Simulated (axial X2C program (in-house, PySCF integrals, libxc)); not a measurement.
Relativistic diatomic calculation for NiP

NiP, single determinant with M_S = 5/2 and |Λ| = 0. Computed at this level: PBE0, spin-free X2C-1e, Ni dyall-v3z, P dyall-v3z (cores contracted) (axial X2C program (in-house, PySCF integrals, libxc)).

## The input
```
{"zs": [28, 15], "q": 0, "bas": ["dyall-v3z", "dyall-v3z"], "levels": ["PBE0", "HF", "B3LYP", "M06"], "cc": false, "r0": 4.466, "npts": 10, "nst": 2, "ntry": 6}
```

The line is the task of a batch: nuclear charges, charge, bases, the levels to run, a first guess of the distance and further settings. This report covers PBE0 without spin-orbit coupling. The log is that of the reference distance 5.576 Å, started from orbitals converged before.

Hardware: 1 thread of Arm Neoverse N1, 98 GiB of memory available, shared host.

Launched within a batch (the task file carries these settings):
```bash
python <driver script> task.json out
```

## The program's output
```
spin-free X2C-1e  PBE0
basis functions 151  fitting functions 890  grid points 5088
iter        total energy     max residual
   1      -1862.337093606     4.45e-05
   2      -1862.337093614     2.57e-05
   3      -1862.337093617     1.20e-05
converged
one-electron -2666.06307063  Coulomb 850.77185879  exact exchange -21.28775830  xc functional -65.61723908  nuclear repulsion 39.85911560
```

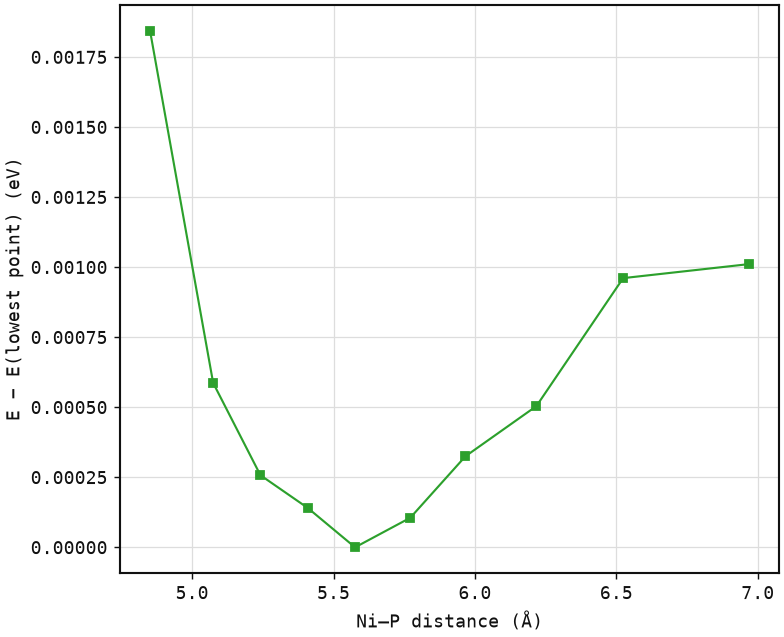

*Energy at 10 bond lengths, for one set of occupations held fixed; the line joins the points.*

A polynomial of degree 6 through 9 points gives rₑ = 5.570 Å, ωₑ = 8.567 cm⁻¹, ωₑxₑ = 2.5 cm⁻¹ and Bₑ = 0.02692 cm⁻¹. The minimum lies 0.00 eV below Ni + P, each computed as one determinant at the same level.

## Outcome

| quantity | value |
| --- | --- |
| outcome | converged |
| bond length rₑ | 5.570 Å |
| ωₑ | 8.567 cm⁻¹ |
| energy at the minimum | −1862.33709 hartree |
| depth below the fragments | 0.00 eV |
| largest ⟨S²⟩ along the curve | 8.75 |
| wall time | 4.6 s |
| peak memory | 0.3 GiB |

## What is odd here

The input is odd on purpose: far start. The program ran to the end. Its numbers are those of the input as typed; this run alone doesn't show how far the oddity moves them.
